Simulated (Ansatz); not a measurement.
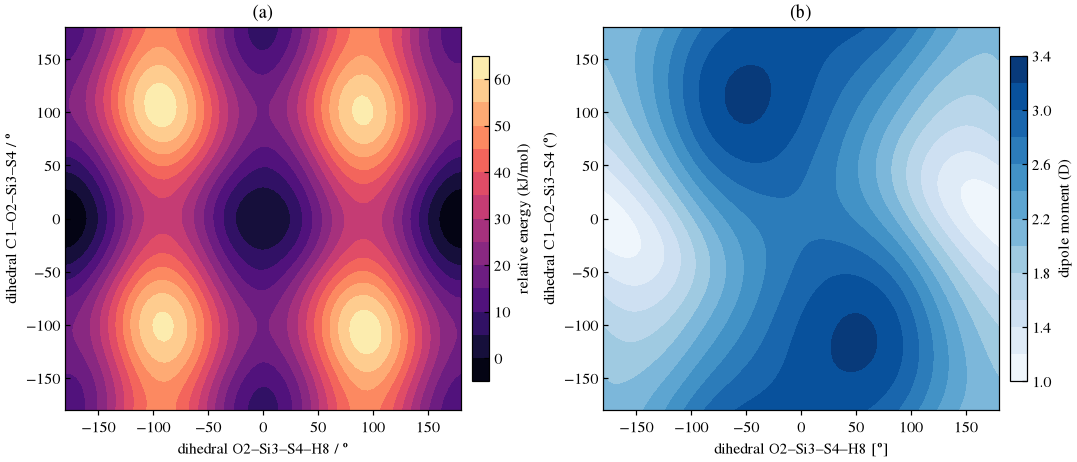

CH₄OSSi, SMILES CO[Si]S. First axis: dihedral O2–Si3–S4–H8. Second axis: dihedral C1–O2–Si3–S4. Nothing is relaxed (all other coordinates rigid). The grid has 12 × 12 points; 143 points were computed and 1 follow by symmetry. Points are written as (first, second). Energies are in kJ/mol, from the relaxed molecule at the same level. Computed with RHF/def2-TZVP (Ansatz).

Panel (a) is the energy; panel (b) is the computed dipole moment, in D.

The picture shows filled contours. Between grid points the surface is interpolated.

Q: How does the dipole moment vary over the map, and what is it at the lowest grid point?

A: Leaving out the highest fifth of the energies, it runs from 1.09 D at (−180°, 0°) to 3.23 D at (−60°, 120°). At the lowest grid point, (−180°, 0°), it is 1.09 D.
